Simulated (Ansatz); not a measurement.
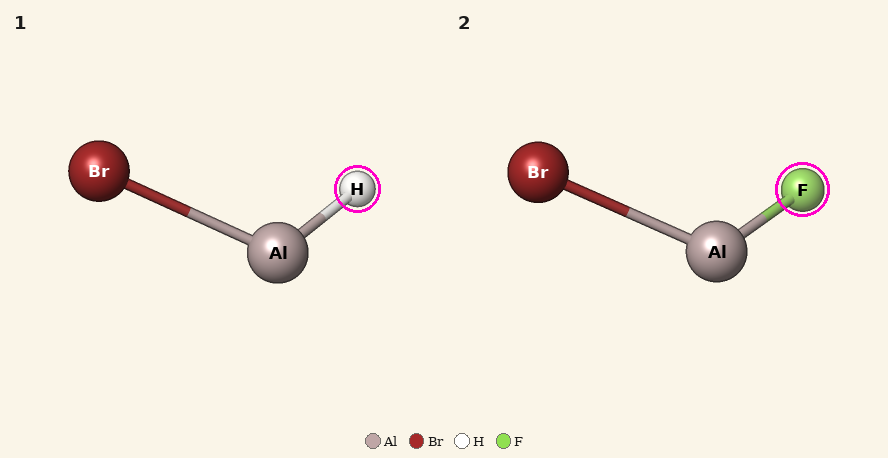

2 molecules with one skeleton, seen from the same side and at one scale; the atom that differs is circled. Charge 0, doublet. Computed geometries: PBE0-D4/def2-TZVP optimisations, one conformation each. Properties computed with Ansatz 0.2.0.

One atom differs, called X below: H in panel 1, F in panel 2. Their formulas are AlBrH (`[AlH][Br]`), AlBrF (`[F][Al][Br]`).

In which is the harmonic X–Al stretching wavenumber higher (PBE0-D4/def2-TZVP)?

Answer. In panel 1 (X = H).

In which is the harmonic zero-point energy higher (PBE0-D4/def2-TZVP)?

Answer. In panel 1 (X = H).

Give the values. With PBE0-D4/def2-TZVP: length of X–Al (Å), angle Br–Al–X (°), dipole moment (D), harmonic zero-point energy (kJ/mol), harmonic X–Al stretching wavenumber (cm⁻¹).

```tsv
quantity	1 (H)	2 (F)	2 − 1
length of X–Al (Å)	1.603	1.648	+0.045
angle Br–Al–X (°)	115.7	118.9	+3.2
dipole moment (D)	1.50	1.60	+0.10
harmonic zero-point energy (kJ/mol)	16.5	8.4	−8.1
harmonic X–Al stretching wavenumber (cm⁻¹)	1821	835	−986
```
